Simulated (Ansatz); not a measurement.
## Run report: AlH₅SO₂, single-point calculation

The run: single-point calculation of AlH₅SO₂. Method and program: RKS PBE0-D4/def2-TZVPP (Ansatz 0.2.0).

The geometry is a transition state. The reaction was set up to form Al1–S6 and H2–H5 and to break Al1–H2 and H5–S6 (atoms counted from 1 in the order of the input); sticks are drawn by distance alone. The geometry comes from this level: PBE0-D4/def2-TZVP.

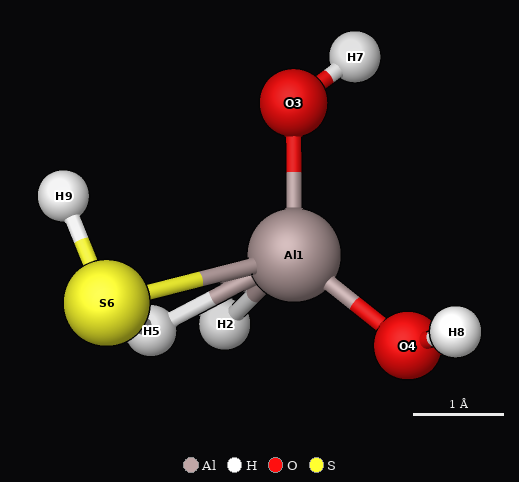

Fig. 1: The structure as given in the input (ball-and-stick view, seen at a tilt; atoms are numbered from 1 in the order of the input). Sticks mark near contacts. Bond lengths as drawn: Al–H 1.70 to 1.86 Å, Al–O 1.69 to 1.70 Å, Al–S 2.39 Å, H–O 0.95 Å and H–S 1.35 to 1.58 Å.

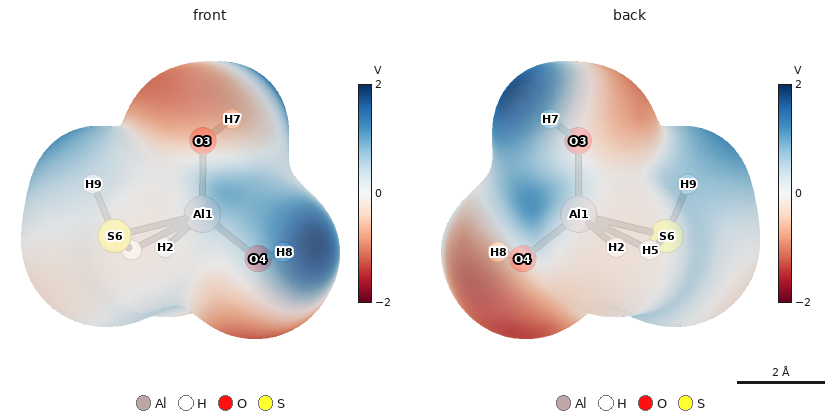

Fig. 2: The electrostatic potential painted on the density surface at 0.001 e/bohr³, seen at a tilt and from behind; red is negative and blue positive.

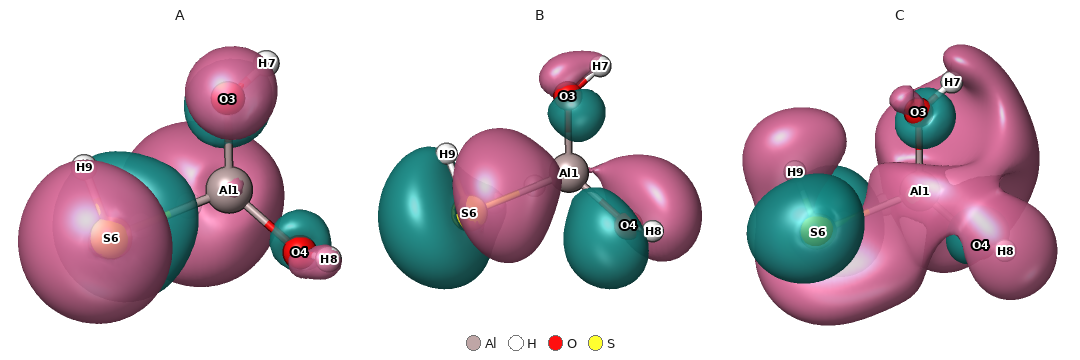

Fig. 3: Three frontier orbitals at ±0.06 Å⁻³ᐟ² (teal and pink are the two phases). B is the HOMO−1 (−8.58 eV). A is the HOMO (−7.89 eV). Its weight (Hirshfeld) is mainly on S6 (40 %), H2 (30 %) and Al1 (15 %). C is the LUMO (−0.50 eV). Its weight (Hirshfeld) is mainly on Al1 (30 %), S6 (25 %) and H5 (10 %). The HOMO–LUMO gap is 7.39 eV between the orbital energies.

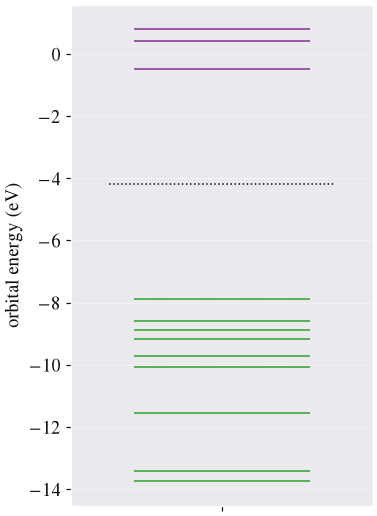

Fig. 4: Orbital energies near the frontier; the dotted line parts filled from empty levels, and levels within 0.02 eV of each other stand side by side. Highest filled −7.89 eV, lowest empty −0.50 eV, 7.39 eV apart.

These pictures come from the run below.

Input:
```yaml
crystal:
  periodic: [false, false, false]
  atoms:
    - {symbol: Al, position_ang: [-0.311590, 0.092616, 0.213836]}
    - {symbol: H, position_ang: [-0.430921, 1.361919, -0.903195]}
    - {symbol: O, position_ang: [-0.858599, -1.398785, -0.388157]}
    - {symbol: O, position_ang: [-0.559627, 0.746908, 1.756238]}
    - {symbol: H, position_ang: [0.723463, 1.099967, -0.956400]}
    - {symbol: S, position_ang: [1.959189, 0.219422, -0.504855]}
    - {symbol: H, position_ang: [-1.758913, -1.708383, -0.316969]}
    - {symbol: H, position_ang: [-0.450360, 0.262044, 2.571314]}
    - {symbol: H, position_ang: [1.687357, -0.675808, -1.471813]}
basis:
  gaussian: {orbitals: def2-TZVPP}
hamiltonian: {xc: pbe0, dispersion: d4}
output: {orbitals: {seedname: orbitals}}
```

Launched with:
```bash
ansatz run in.yaml --threads 4 --pin off --events-out ev --progress --plain --max-ram 9574MiB
```

What the program printed:
```
Functional definition: PBE0
  name "PBE0"
  cite "Adamo & Barone, J. Chem. Phys. 110, 6158 (1999) doi:10.1063/1.478522"
  cite "Perdew, Burke & Ernzerhof, Phys. Rev. Lett. 77, 3865 (1996) doi:10.1103/PhysRevLett.77.3865"
  parent pbe
  parameter a = 0.25
  parameter kappa = 0.804
  parameter beta = 0.06672455060314922
  exchange = (1 - a)*pbe_x(kappa = kappa, mu = beta*pi^2/3) + a*exact_x
  correlation = pbe_c(beta = beta)
1212 factors; their error is unknown
mean field evaluation 1: about -21591.4565 eV, gradient 8.0e1 eV
mean field evaluation 2: about -21568.8342 eV, gradient 1.3e2 eV
mean field evaluation 4: about -21601.6290 eV, gradient 3.6e0 eV
mean field evaluation 8: about -21601.6547 eV, gradient 8.3e-2 eV
mean field evaluation 16: about -21601.6827 eV, gradient 3.2e-5 eV
mean field -21601.68266453 eV, -793.8471957752 hartree, gradient 3.2e-5 eV, S^2 0.000000; 0 other end points of the search recorded, 0 dependent functions left out
reference -21601.68269616 eV, -793.8471969374 hartree; 25, 25 occupied and 191, 191 virtual orbitals, 1212 factors
Total energy: -21601.83095736 eV, -793.8526454361 hartree
```

Summary:

```tsv
quantity	value
outcome	converged
total energy	−21601.8310 eV
mean-field energy	−21601.6827 eV
dispersion energy	−0.1483 eV
SCF solution under orbital rotations	stable
HOMO	−7.89 eV
LUMO	−0.50 eV
hardware	4 threads of Intel Xeon @ 2.50GHz, 180 GiB of memory available, shared host
wall time	4.1 s (CPU time 14 s)
peak memory	0.48 GiB
```
